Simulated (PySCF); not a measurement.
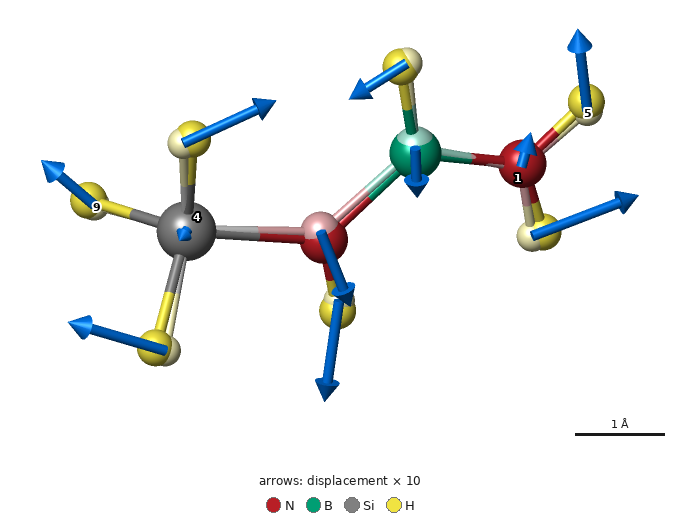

This is a relaxation of BSiN2H7. The starting structure is drawn faded, the final one solid; blue arrows show the displacements, 10 times their true length. The two geometries are superimposed by the best rigid fit.

A ball-and-stick model, seen at a tilt.

The start comes from GFN2-xTB. Its atoms were then displaced at random by about 0.01 Å.

All numbers below come from PySCF 2.14.0, density-fitted response routines, PBE0-D3(BJ)/def2-SVP geometry optimisation, gas phase. 

Q: What happened in the run?

A: Over 8 geometry steps the energy falls by 4.09 kcal/mol. The atom that moves furthest after the best rigid fit is an H atom (0.13 Å). By element the largest moves are H 0.13 Å, N 0.10 Å, B 0.07 Å, Si 0.02 Å. Some distances before and after: N–Si 1.678 → 1.743 Å, B–H 1.174 → 1.213 Å, H–Si 1.463 → 1.499 Å, H–N 0.979 → 1.011 Å. Among the angles between lasting bonds that change: B–N–H 112.4° → 117.2°, B–N–Si 130.3° → 126.2°, N–Si–H 107.4° → 110.1°. The run took 25 s on 1 thread of Arm Neoverse V1, with other jobs on the host.
